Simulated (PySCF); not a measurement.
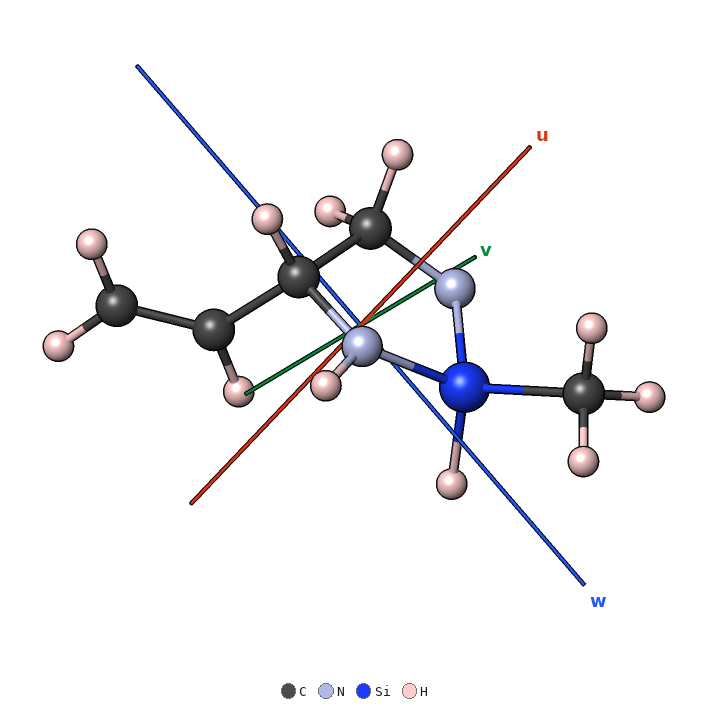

The lines u, v and w are the principal axes of the g tensor. The species is neutral and a spin doublet. The computed structure is the end point of a GFN2-xTB optimisation. No frequency run is at hand to confirm it as a minimum. Level of theory: UKS B3LYP, pcH-1 on C H N Si, non-relativistic, mean-field spin-orbit, GIAO (PySCF 2.14.0).

### Along which axis does g lie farthest from the free-electron value?

Along w: the shift is 6971 ppm.

Give the principal values and shifts.

| axis | g | shift (ppm) |
| --- | --- | --- |
| u | 2.00219 | −125 |
| v | 2.00423 | 1911 |
| w | 2.00929 | 6971 |

The geometry is semi-empirical. Around Si such bond lengths and angles can be off by a tenth of an ångström or more and by several degrees, and values that hang on the shape move with them.
